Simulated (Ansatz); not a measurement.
## Electronic structure of H7N2Si2 (charge +1) in real space

The calculation's input:

```
basis:
  gaussian:
    orbitals: def2-TZVPD
crystal:
  periodic: [false, false, false]
  atoms:
    - {symbol: N, position_ang: [1.211948, -2.376709, 1.613945]}
    - {symbol: "N", position_ang: [0.629356, -0.873949, -0.239522]}
    - {symbol: Si, position_ang: [1.679393, -2.443269, -0.052414]}
    - {symbol: Si, position_ang: [0.220285, -0.956750, 1.611464]}
    - {symbol: H, position_ang: [1.453210, -2.999152, 2.381609]}
    - {symbol: H, position_ang: [1.083574, -3.497400, -0.902561]}
    - {symbol: H, position_ang: [3.076973, -2.103295, -0.399033]}
    - {symbol: H, position_ang: [-0.177008, -0.957055, -0.872386]}
    - {symbol: H, position_ang: [1.142284, -0.034605, -0.539606]}
    - {symbol: H, position_ang: [0.751264, 0.266091, 2.253087]}
    - {symbol: H, position_ang: [-1.242788, -1.127331, 1.750260]}
hamiltonian:
  xc: {name: PBE0}
total_charge: 1
output:
  forces: true
  orbitals: {seedname: orbitals}
```

Run with:

```sh
ansatz run input.yaml --threads 2 --pin off --max-ram 4350MiB --events-out events.jsonl --progress --plain --runs-dir runs
```

Geometry: r2SCAN-D4/def2-SVP.

All numbers below come from Ansatz 0.2.0, isolated molecule in a Gaussian basis; Kohn-Sham density functional theory, functional PBE0.

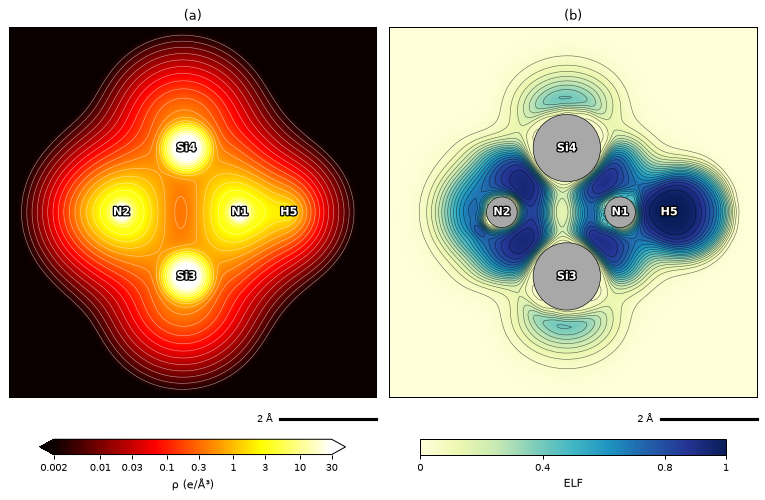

Figure 1. (a) electron density; (b) electron localisation function on the plane of atoms Si3, N2 and Si4. Grey discs cover the atomic cores in the ELF map.

### Describe what can be read from this map.

The plane passes through N, Si and H nuclei. Si–N (1.73 Å): ρ at the midpoint is about 1.1 e/Å³; the ELF peaks at about 0.90 between the atoms (a polar covalent bond). N–H (1.02 Å): ρ is about 2.8 e/Å³ halfway; the ELF climbs to about 1 towards the hydrogen, as it does in any bond to H (an ordinary covalent bond to hydrogen). Si–N (1.90 Å): ρ is about 0.81 e/Å³ halfway; the ELF peaks at about 0.95 between the atoms: a shared but strongly polarised pair.

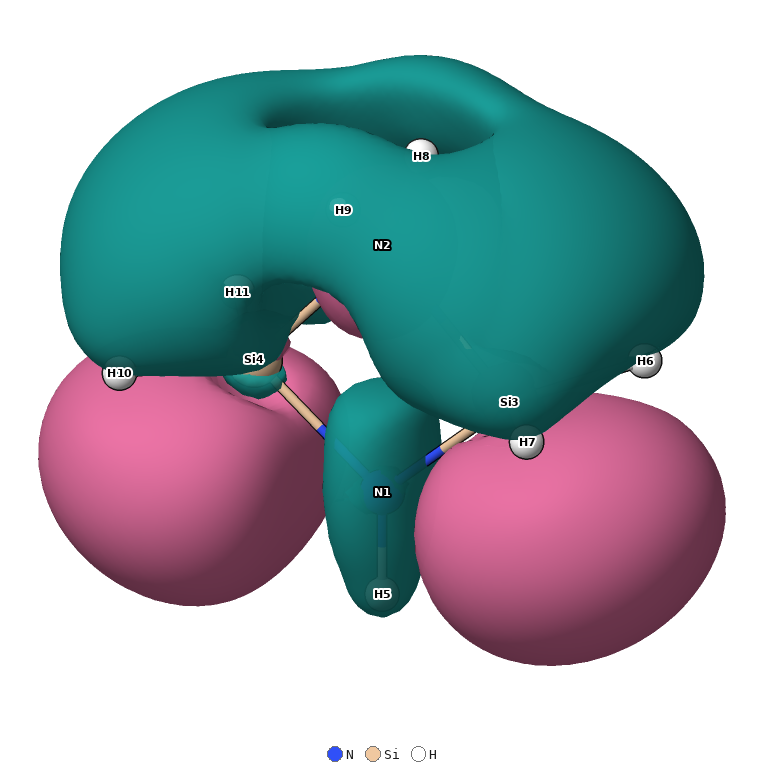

Figure 2. The LUMO at ±0.06 Å⁻³ᐟ² (teal and pink are the two phases), seen at a tilt.

### Describe this orbital and give its energy.

It lies mainly on Si4 (about 30 %), Si3 (about 30 %) and N2 (about 10 %). Its energy is −5.84 eV.
